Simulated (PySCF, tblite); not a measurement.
# C3H7FSi: dynamics, then NMR shifts and electronic excitations on frames, part 1 of 2

How do NMR shifts and electronic excitations of C3H7FSi (`FC1C[SiH2]C1`) change as the atoms move?

The runs use tblite 0.8.0 and PySCF 2.14.0, with density-fitted response routines of our own; the level of theory stands in each step. All values are computed, except where a source is named. Atoms are numbered from 0 throughout.

### 1 Starting geometry

12 atoms, charge 0, multiplicity 1; geometry from: GFN2-xTB.

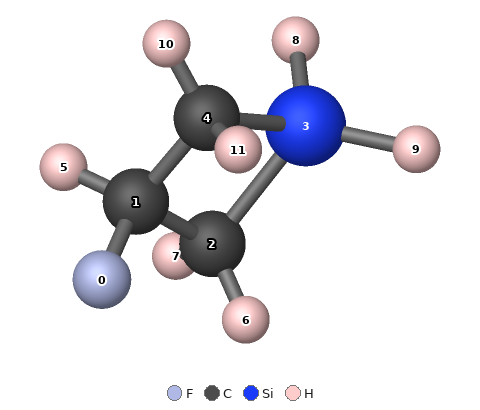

The starting geometry (fluorine light blue, carbon dark grey, silicon blue, hydrogen pink), atoms numbered.

### 2 Dynamics with GFN2-xTB

Job settings and geometry (Å):

```
{"job": {"kind": "md", "xc": "GFN2-xTB", "basis": "xTB", "temperature": 200, "steps": 2000, "every": 50, "frames": 5}, "charge": 0, "multiplicity": 1}
F      1.034905    -1.968243     0.262378
C      0.343831    -0.819649     0.591416
C     -0.962112    -0.663124    -0.198103
Si    -0.543009     1.168912    -0.554397
C      1.079427     0.458129     0.167719
H      0.179608    -0.873058     1.671859
H     -0.935603    -1.293718    -1.084653
H     -1.854680    -0.921453     0.365252
H     -1.228025     2.125707     0.313228
H     -0.525776     1.597134    -1.950091
H      1.589923     0.967781     0.980424
H      1.822710     0.220894    -0.591060
```

With the program's defaults for keys left out, this is: GFN2-xTB Langevin dynamics, gas phase.

Launch:

```sh
$ OMP_NUM_THREADS=1 python probes_run.py task.json out
```

The driver reads the jobs from task.json and runs them one after another.

What it wrote:

```text
t/fs     T/K      E/eV
    0.0   174.3   -447.03309
   25.0   112.8   -446.84218
   50.0   170.2   -446.89862
   75.0   205.7   -446.88440
  100.0   159.9   -446.77908
  125.0   266.5   -446.86400
  150.0   124.9   -446.74251
  175.0   178.8   -446.78325
  200.0   185.1   -446.71150
  225.0   189.9   -446.66307
  250.0   197.7   -446.73262
  275.0   131.1   -446.70772
  300.0   194.4   -446.83233
  325.0   179.5   -446.82205
  350.0   179.6   -446.71840
  375.0   162.6   -446.74887
  400.0   185.2   -446.72919
  425.0   182.1   -446.73815
  450.0   239.3   -446.80163
  475.0   246.9   -446.79416
  500.0   170.9   -446.60610
  525.0   199.2   -446.76022
  550.0   151.6   -446.69942
  575.0   181.9   -446.81559
  600.0   129.2   -446.74015
  625.0   142.8   -446.75692
  650.0   223.6   -446.78329
  675.0   197.7   -446.74291
  700.0   183.2   -446.79140
  725.0   213.2   -446.73204
  750.0   162.2   -446.71739
  775.0   185.2   -446.79468
  800.0   209.9   -446.75195
  825.0   286.0   -446.83225
  850.0   191.7   -446.81157
  875.0   196.2   -446.77632
  900.0   227.1   -446.81679
  925.0   197.7   -446.79956
  950.0   212.8   -446.90665
  975.0   152.7   -446.86223
 1000.0   186.9   -446.82413
```

Wall time 14 s (1 thread of Intel Xeon Platinum 8175M at 2.50GHz, shared host); peak memory 0.18 GiB.

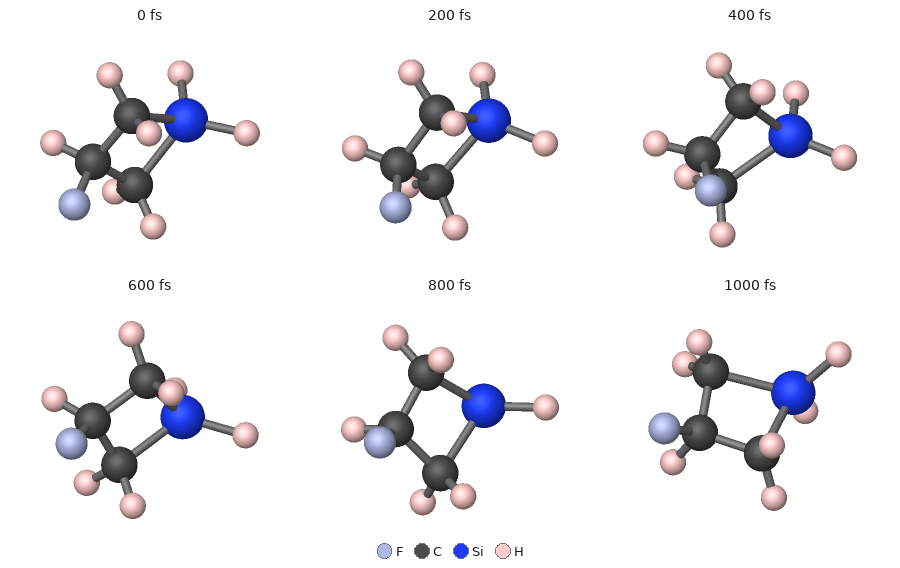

Frames of the run.

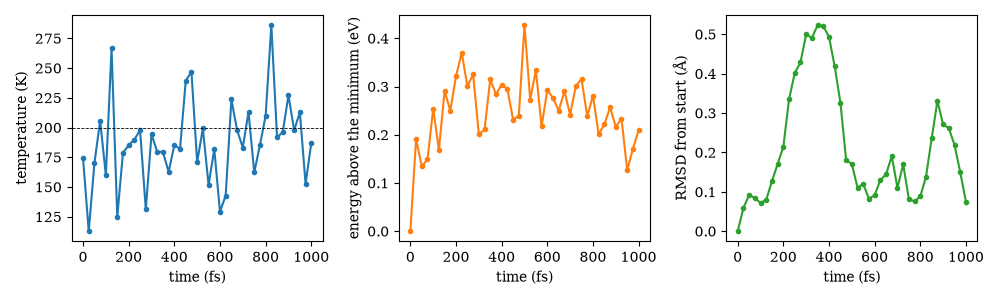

Temperature, potential energy and distance from the start.

Positions (Å) and forces (eV/Å) at 1000 fs:

```xyz
12

F     1.025   -1.623    1.541   -0.048    0.019   -0.400
C    -0.212   -1.171    1.094   -0.635   -1.140    0.906
C    -0.277   -0.874   -0.401   -1.152    0.028    0.263
Si   -1.121    0.794   -0.071   -0.256    0.452    0.790
C    -0.510    0.212    1.698   -0.470   -0.376   -0.429
H    -0.915   -1.987    1.466    0.499    0.876   -0.628
H     0.695   -0.711   -0.764    1.235   -0.100   -0.563
H    -0.817   -1.568   -1.044    0.278   -0.227    0.241
H    -2.609    0.730   -0.141    0.475    0.078   -0.050
H    -0.539    2.012   -0.675   -0.160   -0.305    0.147
H    -1.263    0.158    2.515    0.759    0.273   -0.420
H     0.469    0.563    2.037   -0.525    0.423    0.144
```

### 3 Nuclear shieldings: 250 fs, PBE0/pcSseg-1

Job settings and geometry (Å):

```
{"job": {"kind": "nmr", "xc": "PBE0", "basis": "pcSseg-1", "pop": false}, "charge": 0, "multiplicity": 1}
F      0.796900    -1.457000     0.040400
C      0.033300    -0.644800     0.848000
C     -1.389100    -0.516700     0.340600
Si    -1.083700     1.295400    -0.250100
C      0.500400     0.841100     0.644900
H      0.114900    -0.963700     1.893000
H     -1.666900    -1.237600    -0.371900
H     -2.188500    -0.528000     1.117400
H     -1.762800     2.243500     0.619100
H     -0.908800     1.382000    -1.704900
H      0.573800     1.241000     1.654400
H      1.477600     0.794200     0.156300
```

Method: GIAO PBE0/pcSseg-1 NMR shielding, non-relativistic, gas phase.

What it wrote:

```text
coarse grid: 10312 points
cycle   1  E = -507.3274120065  dE =  4.836e-01  |g| = 5.643e-01  |ddm| = 3.015e+00
cycle   2  E = -507.2898360413  dE =  3.758e-02  |g| = 7.300e-01  |ddm| = 1.032e+00
cycle   3  E = -507.3937151712  dE = -1.039e-01  |g| = 3.493e-02  |ddm| = 5.889e-01
cycle   4  E = -507.3937993013  dE = -8.413e-05  |g| = 2.360e-02  |ddm| = 3.406e-02
cycle   5  E = -507.3939051594  dE = -1.059e-04  |g| = 4.673e-03  |ddm| = 2.155e-02
cycle   6  E = -507.3939096311  dE = -4.472e-06  |g| = 7.975e-04  |ddm| = 4.344e-03
final grid: 94760 points
cycle   7  E = -507.4298329354  dE = -2.407e-05  |g| = 7.662e-03  |ddm| = 2.232e-02
cycle   8  E = -507.4298200746  dE =  1.286e-05  |g| = 1.086e-02  |ddm| = 1.579e-02
cycle   9  E = -507.4298472414  dE = -2.717e-05  |g| = 7.963e-04  |ddm| = 9.012e-03
cycle  10  E = -507.4298473310  dE = -8.955e-08  |g| = 2.460e-04  |ddm| = 7.658e-04
cycle  11  E = -507.4298473403  dE = -9.375e-09  |g| = 4.041e-05  |ddm| = 2.196e-04
cycle  12  E = -507.4298473407  dE = -3.303e-10  |g| = 1.307e-05  |ddm| = 5.117e-05
converged SCF energy = -507.4298473407

GIAO shielding tensors (ppm)
atom      isotropic    diamagn.    paramagn.     s11        s22        s33       span
  0 F      341.579     475.479    -133.900    279.304    356.170    389.263    109.960
  1 C       92.694     243.985    -151.291     60.505     79.055    138.520     78.014
  2 C      169.395     253.427     -84.033    149.485    156.897    201.802     52.316
  3 Si     396.773     879.678    -482.905    383.213    391.110    415.997     32.784
  4 C      165.985     253.900     -87.915    139.186    164.358    194.411     55.225
  5 H       26.239      30.374      -4.135     23.252     26.454     29.011      5.759
  6 H       30.829      31.366      -0.537     27.789     28.128     36.570      8.781
  7 H       29.282      29.326      -0.044     25.940     27.207     34.699      8.759
  8 H       26.755      29.042      -2.287     23.906     24.832     31.528      7.622
  9 H       26.330      28.349      -2.019     23.701     24.248     31.040      7.339
 10 H       29.772      31.065      -1.293     26.924     27.844     34.548      7.624
 11 H       29.962      30.655      -0.694     26.550     28.209     35.125      8.575
```

It took 14 s on 1 thread of Intel Xeon Platinum 8175M at 2.50GHz, shared host; peak memory 0.61 GiB.

The references, computed at this level on geometries of the same kind, shield at (ppm): ¹H TMS 31.72, ¹³C TMS 186.9, ²⁹Si TMS 349.2, ¹⁹F CFCl3 170.9. Their shielding less the atom's gives the shift. The references are single molecules in the gas phase, so shifts against H2O, NH3, PH3, H3PO4 or CFCl3 are not on the usual liquid scales and can be off by tens of ppm. Each atom is listed at this fixed geometry, with no averaging over motion; a spectrum would average atoms that exchange fast.

```
atoms                                                environment  σ (ppm)  δ (ppm)
   C1                                         sp3 CH bonded to F     92.7     94.2
   C4                                       sp3 CH2 bonded to Si    166.0     20.9
   C2                                       sp3 CH2 bonded to Si    169.4     17.5
   H5                          hydrogen on an sp3 CH bonded to F    26.24     5.48
   H9  hydrogen on a silicon bonded to 2 C, in a 4-membered ring    26.33     5.39
   H8  hydrogen on a silicon bonded to 2 C, in a 4-membered ring    26.76     4.96
   H7                        hydrogen on an sp3 CH2 bonded to Si    29.28     2.43
  H10                        hydrogen on an sp3 CH2 bonded to Si    29.77     1.95
  H11                        hydrogen on an sp3 CH2 bonded to Si    29.96     1.76
   H6                        hydrogen on an sp3 CH2 bonded to Si    30.83     0.89
   F0                                  fluorine on an sp3 carbon    341.6   -170.6
  Si3           silicon bonded to 2 C, 2 H, in a 4-membered ring    396.8    -47.6
```

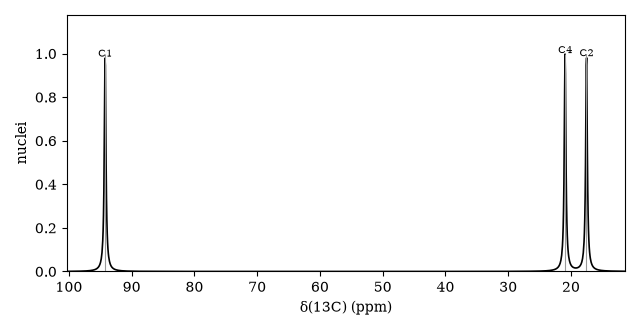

¹³C lines at the computed shifts, without couplings. Lines are broadened to a width of 0.31 ppm (Lorentzian).

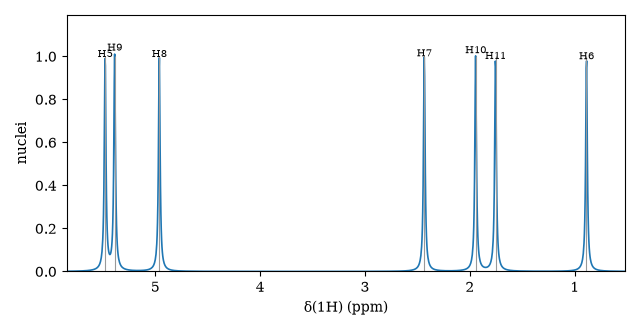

¹H lines at the computed shifts, without couplings. Lines are broadened to a width of 0.02 ppm (Lorentzian).

Ring of atoms C1, C2, Si3, C4: NICS(0) 3.7, NICS(1) -0.1, NICS(1)zz 6.6 ppm (means of both faces; NICS(1) differs between them: -1.2 and 0.9).

### 4 TDDFT and polarisability: 250 fs, PBE0/def2-SVPD

The job, as its differences from that of step 3:

```diff
@@ -1,2 +1,2 @@
-{"job": {"kind": "nmr", "xc": "PBE0", "basis": "pcSseg-1", "pop": false}, "charge": 0, "multiplicity": 1}
+{"job": {"kind": "uv", "xc": "PBE0", "basis": "def2-SVPD", "nstates": 5, "ntriplets": 0}, "charge": 0, "multiplicity": 1}
 F      0.796900    -1.457000     0.040400
```

Level: TDDFT PBE0/def2-SVPD, vertical, gas phase, core orbitals frozen in the response.

What it wrote:

```text
coarse grid: 10312 points
cycle   1  E = -507.0990735881  dE =  4.450e-01  |g| = 5.260e-01  |ddm| = 4.489e+00
cycle   2  E = -507.0605014131  dE =  3.857e-02  |g| = 6.888e-01  |ddm| = 1.305e+00
cycle   3  E = -507.1609077256  dE = -1.004e-01  |g| = 4.275e-02  |ddm| = 7.166e-01
cycle   4  E = -507.1610690738  dE = -1.613e-04  |g| = 2.687e-02  |ddm| = 6.727e-02
cycle   5  E = -507.1612155552  dE = -1.465e-04  |g| = 4.689e-03  |ddm| = 3.232e-02
cycle   6  E = -507.1612199548  dE = -4.400e-06  |g| = 1.341e-03  |ddm| = 7.924e-03
final grid: 94760 points
cycle   7  E = -507.2274949319  dE = -2.155e-05  |g| = 8.163e-03  |ddm| = 8.450e-02
cycle   8  E = -507.2274796918  dE =  1.524e-05  |g| = 1.156e-02  |ddm| = 2.397e-02
cycle   9  E = -507.2275116201  dE = -3.193e-05  |g| = 8.029e-04  |ddm| = 1.263e-02
cycle  10  E = -507.2275117307  dE = -1.106e-07  |g| = 2.188e-04  |ddm| = 1.007e-03
cycle  11  E = -507.2275117396  dE = -8.830e-09  |g| = 3.540e-05  |ddm| = 3.515e-04
cycle  12  E = -507.2275117399  dE = -3.284e-10  |g| = 1.455e-05  |ddm| = 1.021e-04
converged SCF energy = -507.2275117399

Static polarisability (au): isotropic 61.307, principal 56.306 59.589 68.025

Singlet excitations
state   eV       nm        f      main configurations
  1   6.5065    190.6   0.01897   H->L 0.91
  2   6.7270    184.3   0.02435   H->L+1 0.94
  3   7.1691    172.9   0.03757   H-1->L+1 0.67, H-1->L 0.26
  4   7.2067    172.0   0.02999   H-1->L 0.66, H-1->L+1 0.29
  5   7.5809    163.5   0.01732   H->L+2 0.67, H->L+3 0.28
```

It took 18 s on 1 thread of Intel Xeon Platinum 8175M at 2.50GHz, shared host; peak memory 0.7 GiB.

Frontier orbitals and where they lie:

```
orbital     eV                       atoms
 HOMO−3  -9.87  Si3 29 %, H8 21 %, H9 16 %
 HOMO−2  -9.09   F0 31 %, C1 20 %, C2 18 %
 HOMO−1  -8.29   C4 35 %, Si3 22 %, C2 9 %
   HOMO  -7.75  C2 29 %, Si3 18 %, C1 13 %
   LUMO   0.06  Si3 40 %, H8 12 %, H9 12 %
 LUMO+1   0.23  Si3 36 %, H8 15 %, H9 12 %
 LUMO+2   0.93   Si3 59 %, H8 10 %, H9 8 %
```

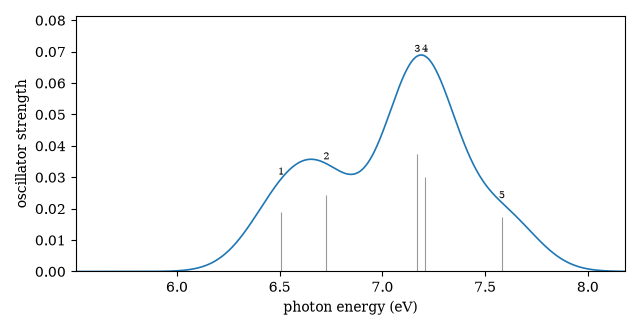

Absorption spectrum from the 5 singlet states computed; above the last one it falls off for lack of states. Lines are broadened to a width of 0.40 eV (Gaussian).

Further results of this job:

```
           property  computed
  dipole moment (D)      1.98
polarisability (Å³)      9.08
 HOMO–LUMO gap (eV)      7.82
      −ε(HOMO) (eV)      7.75
```

### 5 Nuclear shieldings: 425 fs, PBE0/pcSseg-1

Job settings and geometry (Å):

```
{"job": {"kind": "nmr", "xc": "PBE0", "basis": "pcSseg-1", "pop": false}, "charge": 0, "multiplicity": 1}
F      1.018200    -1.283400     0.342300
C      0.065700    -0.606400     1.110700
C     -1.370600    -0.839300     0.636600
Si    -1.540100     0.898100    -0.066700
C      0.197800     0.915200     0.836600
H      0.338400    -0.966100     2.085500
H     -1.382700    -1.676900    -0.091500
H     -1.977100    -1.106500     1.461900
H     -2.566900     1.707400     0.520600
H     -1.659000     0.653300    -1.559900
H      0.188600     1.530200     1.730700
H      1.117100     1.166000     0.222900
```

Method: GIAO PBE0/pcSseg-1 NMR shielding, non-relativistic, gas phase.

What it wrote:

```text
coarse grid: 10312 points
cycle   1  E = -507.3323001598  dE =  4.112e-01  |g| = 5.565e-01  |ddm| = 2.984e+00
cycle   2  E = -507.2951656700  dE =  3.713e-02  |g| = 7.378e-01  |ddm| = 9.772e-01
cycle   3  E = -507.3945015886  dE = -9.934e-02  |g| = 4.324e-02  |ddm| = 5.647e-01
cycle   4  E = -507.3946561438  dE = -1.546e-04  |g| = 2.918e-02  |ddm| = 4.555e-02
cycle   5  E = -507.3948327269  dE = -1.766e-04  |g| = 4.306e-03  |ddm| = 2.596e-02
cycle   6  E = -507.3948366007  dE = -3.874e-06  |g| = 1.298e-03  |ddm| = 4.835e-03
final grid: 94760 points
cycle   7  E = -507.4316146921  dE = -2.287e-05  |g| = 7.821e-03  |ddm| = 2.098e-02
cycle   8  E = -507.4315993130  dE =  1.538e-05  |g| = 1.156e-02  |ddm| = 1.549e-02
cycle   9  E = -507.4316292915  dE = -2.998e-05  |g| = 7.703e-04  |ddm| = 8.980e-03
cycle  10  E = -507.4316293762  dE = -8.470e-08  |g| = 2.595e-04  |ddm| = 7.976e-04
cycle  11  E = -507.4316293870  dE = -1.079e-08  |g| = 4.264e-05  |ddm| = 2.210e-04
cycle  12  E = -507.4316293873  dE = -3.668e-10  |g| = 1.463e-05  |ddm| = 5.296e-05
converged SCF energy = -507.4316293873

GIAO shielding tensors (ppm)
atom      isotropic    diamagn.    paramagn.     s11        s22        s33       span
  0 F      329.661     476.436    -146.774    251.931    354.832    382.221    130.290
  1 C       89.169     242.729    -153.561     49.761     81.157    136.588     86.827
  2 C      169.549     254.067     -84.518    141.096    166.498    201.054     59.957
  3 Si     390.082     878.916    -488.835    348.132    379.140    442.973     94.842
  4 C      155.928     252.523     -96.595    127.164    150.013    190.608     63.444
  5 H       26.307      30.606      -4.299     22.486     27.029     29.407      6.921
  6 H       29.461      29.783      -0.323     26.257     27.035     35.090      8.833
  7 H       30.428      30.637      -0.209     27.360     28.317     35.606      8.245
  8 H       27.324      29.008      -1.683     24.483     25.210     32.279      7.797
  9 H       25.855      27.596      -1.740     22.980     24.246     30.340      7.361
 10 H       29.335      30.052      -0.716     26.166     27.568     34.272      8.106
 11 H       28.487      29.183      -0.696     25.270     26.364     33.827      8.557
```

Wall time 14 s (1 thread of Intel Xeon Platinum 8175M at 2.50GHz, shared host); peak memory 0.62 GiB.

In short: δ C1 97.8, C4 31.0, C2 17.4, F0 -158.7, H9 5.86, H5 5.41 ppm.

### 6 TDDFT and polarisability: 425 fs, PBE0/def2-SVPD

The job, as its differences from that of step 5:

```diff
@@ -1,2 +1,2 @@
-{"job": {"kind": "nmr", "xc": "PBE0", "basis": "pcSseg-1", "pop": false}, "charge": 0, "multiplicity": 1}
+{"job": {"kind": "uv", "xc": "PBE0", "basis": "def2-SVPD", "nstates": 5, "ntriplets": 0}, "charge": 0, "multiplicity": 1}
 F      1.018200    -1.283400     0.342300
```

Method: TDDFT PBE0/def2-SVPD, vertical, gas phase, core orbitals frozen in the response.

What it wrote:

```text
coarse grid: 10312 points
cycle   1  E = -507.1041320426  dE =  3.717e-01  |g| = 5.155e-01  |ddm| = 4.469e+00
cycle   2  E = -507.0655570480  dE =  3.857e-02  |g| = 6.948e-01  |ddm| = 1.237e+00
cycle   3  E = -507.1616568280  dE = -9.610e-02  |g| = 5.157e-02  |ddm| = 6.654e-01
cycle   4  E = -507.1619369237  dE = -2.801e-04  |g| = 3.052e-02  |ddm| = 7.694e-02
cycle   5  E = -507.1621389186  dE = -2.020e-04  |g| = 4.641e-03  |ddm| = 3.793e-02
cycle   6  E = -507.1621434568  dE = -4.538e-06  |g| = 1.665e-03  |ddm| = 8.428e-03
final grid: 94760 points
cycle   7  E = -507.2294547135  dE = -1.902e-05  |g| = 8.376e-03  |ddm| = 7.071e-02
cycle   8  E = -507.2294363006  dE =  1.841e-05  |g| = 1.238e-02  |ddm| = 2.233e-02
cycle   9  E = -507.2294718373  dE = -3.554e-05  |g| = 8.270e-04  |ddm| = 1.314e-02
cycle  10  E = -507.2294719574  dE = -1.201e-07  |g| = 2.258e-04  |ddm| = 1.065e-03
cycle  11  E = -507.2294719671  dE = -9.729e-09  |g| = 3.694e-05  |ddm| = 3.347e-04
cycle  12  E = -507.2294719674  dE = -3.392e-10  |g| = 1.754e-05  |ddm| = 9.345e-05
converged SCF energy = -507.2294719674

Static polarisability (au): isotropic 62.302, principal 55.688 60.809 70.408

Singlet excitations
state   eV       nm        f      main configurations
  1   6.7264    184.3   0.01986   H-1->L 0.93
  2   6.8875    180.0   0.08324   H->L 0.92
  3   7.3813    168.0   0.03540   H->L+1 0.95
  4   7.5393    164.5   0.00203   H-1->L+1 0.94
  5   7.7129    160.7   0.01008   H->L+2 0.74, H->L+3 0.15
```

It took 17 s on 1 thread of Intel Xeon Platinum 8175M at 2.50GHz, shared host; peak memory 0.7 GiB.

In short: HOMO -8.14 eV, LUMO -0.17 eV; lowest singlet 6.73 eV.

### 7 Nuclear shieldings: 625 fs, PBE0/pcSseg-1

Job settings and geometry (Å):

```
{"job": {"kind": "nmr", "xc": "PBE0", "basis": "pcSseg-1", "pop": false}, "charge": 0, "multiplicity": 1}
F      1.157400    -1.426400     1.099500
C      0.006000    -0.662100     1.234300
C     -1.194700    -1.166400     0.408700
Si    -1.553200     0.647600    -0.133700
C      0.227100     0.745000     0.509900
H     -0.177700    -0.664000     2.300300
H     -0.959300    -1.858200    -0.395800
H     -1.808500    -1.794400     0.998600
H     -2.445400     1.400200     0.844500
H     -1.879600     0.883900    -1.499200
H      0.536200     1.549300     1.188200
H      0.961800     0.596200    -0.282900
```

Level: GIAO PBE0/pcSseg-1 NMR shielding, non-relativistic, gas phase.

What it wrote:

```text
coarse grid: 10312 points
cycle   1  E = -507.3360295136  dE =  4.003e-01  |g| = 5.610e-01  |ddm| = 2.969e+00
cycle   2  E = -507.2966155612  dE =  3.941e-02  |g| = 7.494e-01  |ddm| = 9.532e-01
cycle   3  E = -507.3988385029  dE = -1.022e-01  |g| = 4.769e-02  |ddm| = 5.555e-01
cycle   4  E = -507.3990591460  dE = -2.206e-04  |g| = 3.056e-02  |ddm| = 4.904e-02
cycle   5  E = -507.3992552796  dE = -1.961e-04  |g| = 4.224e-03  |ddm| = 2.692e-02
cycle   6  E = -507.3992593323  dE = -4.053e-06  |g| = 7.851e-04  |ddm| = 5.249e-03
final grid: 94760 points
cycle   7  E = -507.4370788537  dE = -2.537e-05  |g| = 7.502e-03  |ddm| = 2.005e-02
cycle   8  E = -507.4370665022  dE =  1.235e-05  |g| = 1.075e-02  |ddm| = 1.435e-02
cycle   9  E = -507.4370922394  dE = -2.574e-05  |g| = 7.831e-04  |ddm| = 8.236e-03
cycle  10  E = -507.4370923213  dE = -8.195e-08  |g| = 2.715e-04  |ddm| = 7.323e-04
cycle  11  E = -507.4370923337  dE = -1.235e-08  |g| = 3.624e-05  |ddm| = 2.367e-04
cycle  12  E = -507.4370923339  dE = -2.757e-10  |g| = 1.185e-05  |ddm| = 4.735e-05
converged SCF energy = -507.4370923339

GIAO shielding tensors (ppm)
atom      isotropic    diamagn.    paramagn.     s11        s22        s33       span
  0 F      320.820     474.791    -153.970    254.257    341.640    366.564    112.307
  1 C       91.115     244.778    -153.664     53.082     78.342    141.920     88.838
  2 C      164.788     253.584     -88.796    137.905    153.804    202.655     64.750
  3 Si     412.658     878.639    -465.981    374.455    412.304    451.215     76.761
  4 C      157.816     252.362     -94.547    132.034    147.946    193.467     61.433
  5 H       26.375      30.708      -4.332     23.133     27.336     28.657      5.524
  6 H       29.679      30.993      -1.314     27.055     27.393     34.590      7.534
  7 H       30.476      30.299       0.177     26.609     27.707     37.112     10.503
  8 H       26.692      27.515      -0.823     23.911     24.789     31.376      7.465
  9 H       27.610      28.824      -1.214     24.329     25.035     33.467      9.137
 10 H       29.304      29.973      -0.669     25.795     26.500     35.619      9.824
 11 H       29.535      30.961      -1.426     26.906     28.109     33.589      6.683
```

Run time: 12 s. Hardware: 1 thread of Intel Xeon Platinum 8175M at 2.50GHz, shared host; peak memory 0.62 GiB.

This run: δ C1 95.8, C4 29.1, C2 22.1, F0 -149.9, H5 5.34, H8 5.03 ppm.

(Continued in part 2 of 2.)
